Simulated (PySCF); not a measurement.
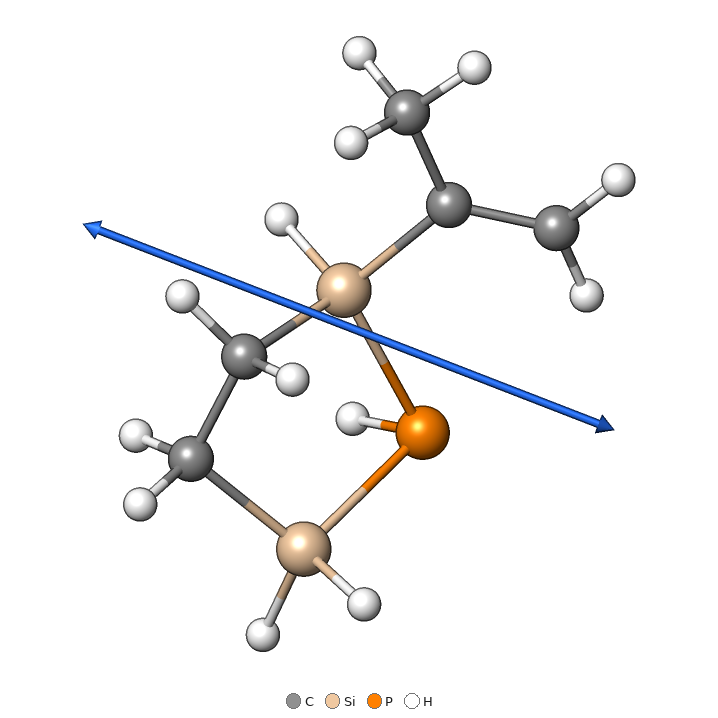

The double arrow shows the direction of the transition dipole to excited singlet state 8 (its length means nothing). The geometry was computed by an optimisation with PBE0-D3(BJ)/def2-SVP. No frequency run is at hand to confirm it as a minimum. Level of theory: TDDFT CAM-B3LYP/def2-SVPD, vertical, gas phase, core orbitals frozen in the response (PySCF 2.14.0).

Question: Where does the transition lie, and how strong is it?

Answer: 7.09 eV (175 nm), oscillator strength 0.17, of mixed character, with the largest part HOMO−1 → LUMO+1 (weight 0.42); transition dipole 2.50 D.
